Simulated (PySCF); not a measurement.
Hexafluorosilicate, SMILES F[Si-2](F)(F)(F)(F)F (charge -2) at its B3LYP/def2-SVP optimised geometry (Å):

```
7

F     -0.0007     0.0033    -1.7286
Si     0.0000     0.0000     0.0000
F      0.0006     1.7278     0.0000
F     -0.0002    -1.7278    -0.0006
F      1.7289     0.0000     0.0000
F      0.0005    -0.0026     1.7286
F     -1.7289     0.0003     0.0003
```

Level of theory: B3LYP/def2-TZVPD (PySCF). Cells within 0.4 Å of a nucleus heavier than hydrogen are left out (blank, or x).

Map of the electrostatic potential (hartree/e), clipped to [-0.40, -0.21] on the plane z = 1.5 Å:

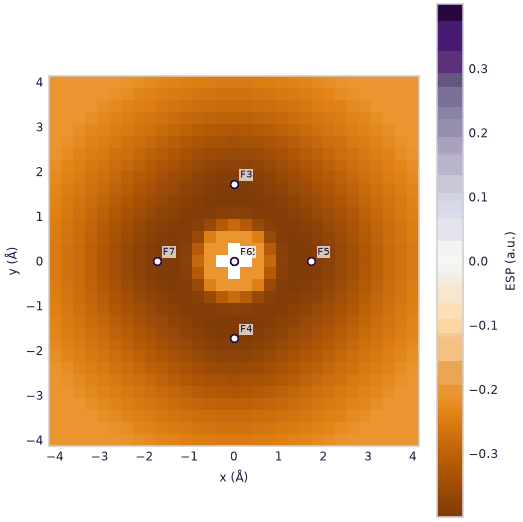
Electrostatic potential (hartree/e), clipped to [-0.40, -0.21] on the plane z = 1.5 Å.
